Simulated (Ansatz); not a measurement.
**Single-point calculation, with input and output: CF₃NSn (charge −2)**

- system: CF₃NSn, charge −2
- method: RKS PBE-QIDH/def2-TZVPP (Ansatz 0.2.0)

Some settings of this run were made unusual or wrong on purpose. The geometry comes from this level: PBE0-D4/def2-TZVP.

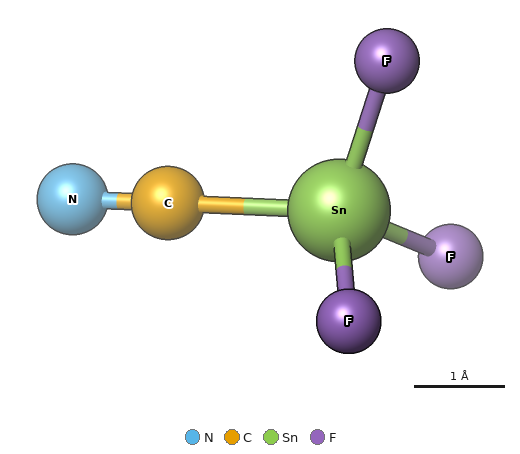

Figure 1. The structure as given in the input (ball-and-stick view, seen at a tilt). Sticks mark near contacts.

**Input file**
```yaml
crystal:
  periodic: [false, false, false]
  atoms:
    - {symbol: N, position_ang: [1.756244, -1.638914, 1.200683]}
    - {symbol: C, position_ang: [1.003150, -0.938906, 0.684319]}
    - {symbol: Sn, position_ang: [-0.345665, 0.317542, -0.251151]}
    - {symbol: F, position_ang: [-1.763534, -0.650167, -1.014296]}
    - {symbol: F, position_ang: [0.477103, 1.298219, -1.626102]}
    - {symbol: F, position_ang: [-1.085198, 1.548326, 0.960249]}
basis:
  gaussian: {orbitals: def2-TZVPP, final_grid: {core_spheres: 8, valence_spheres: 7, degree: 23}}
total_charge: -2
hamiltonian: {xc: {name: PBE-QIDH}, pseudopotentials: {relativity: none}}
accuracy: high
output: {forces: true}
```

Run as:
```bash
ansatz run in.yaml --threads 4 --pin off --events-out ev --progress --plain --max-ram 10444MiB
```

**The program's output**
```
Functional definition: PBE-QIDH
  name "PBE-QIDH"
  cite "Brémond, Sancho-García, Pérez-Jiménez & Adamo, J. Chem. Phys. 141, 031101 (2014) doi:10.1063/1.4890314"
  cite "Perdew, Burke & Ernzerhof, Phys. Rev. Lett. 77, 3865 (1996) doi:10.1103/PhysRevLett.77.3865"
  parameter a = 3^(-1/3)
  parameter c = 1/3
  exchange = (1 - a)*pbe_x + a*exact_x
  correlation = (1 - c)*pbe_c + c*(mp2_os + mp2_ss)
3472 factors; integrals over basis functions are off by at most 1.2e-8 eV
mean field evaluation 1: about -16469.9662 eV, gradient 5.2e1 eV
mean field evaluation 2: about -16470.1496 eV, gradient 5.2e1 eV
mean field evaluation 4: about -16476.7807 eV, gradient 1.2e1 eV
mean field evaluation 8: about -16477.5584 eV, gradient 2.0e0 eV
mean field evaluation 16: about -16478.2980 eV, gradient 2.6e0 eV
mean field evaluation 32: about -16477.3843 eV, gradient 1.5e1 eV
mean field -16478.41569985 eV, -605.5706074982 hartree, gradient 3.3e-8 eV, S^2 0.000000; 5 other end points of the search recorded, 0 dependent functions left out; unrestricted orbitals would lower it
9 core orbitals not correlated: weight in the atoms' cores, before any rotation towards them, 1.000 or more for the frozen orbitals, at most 0.000 for the correlated occupied ones
reference -16478.41570120 eV, -605.5706075478 hartree; 23, 23 occupied and 173, 173 virtual orbitals, 3472 factors
second order -45.08778904 eV of doubles, -0.00000000 eV of singles
the calculation of the forces begins
Total energy: -16493.44496421 eV, -606.1229227763 hartree
Atom 0 at     1.756244    -1.638914     1.200683 Å, force     1.433108    -1.321832     0.935909 eV/Å
Atom 1 at     1.003150    -0.938906     0.684319 Å, force     2.913495    -2.738083     2.127350 eV/Å
Atom 2 at    -0.345665     0.317542    -0.251151 Å, force    -1.951597     1.834934    -1.405023 eV/Å
Atom 3 at    -1.763534    -0.650167    -1.014296 Å, force    -3.535725    -3.132603    -1.816482 eV/Å
Atom 4 at     0.477103     1.298219    -1.626102 Å, force     2.757334     2.344915    -3.546229 eV/Å
Atom 5 at    -1.085198     1.548326     0.960249 Å, force    -1.616615     3.012669     3.704475 eV/Å
Dipole moment:     0.194279    -0.183557     0.146530 e Å
```

**What the run reported**

- outcome: converged
- total energy: −16493.4450 eV
- mean-field energy: −16478.4157 eV
- SCF solution under orbital rotations: stable within restricted orbitals
- largest force (length of the vector): 5.067 eV/Å
- hardware: 4 threads of Arm Neoverse V1, 23 GiB of memory available, shared host
- wall time: 37 s (CPU time 2.4 min)
- peak memory: 1.2 GiB

**Diagnosis**

A setting was made wrong on purpose: charge. The program still converged, but the numbers can't be taken as results for the intended system.
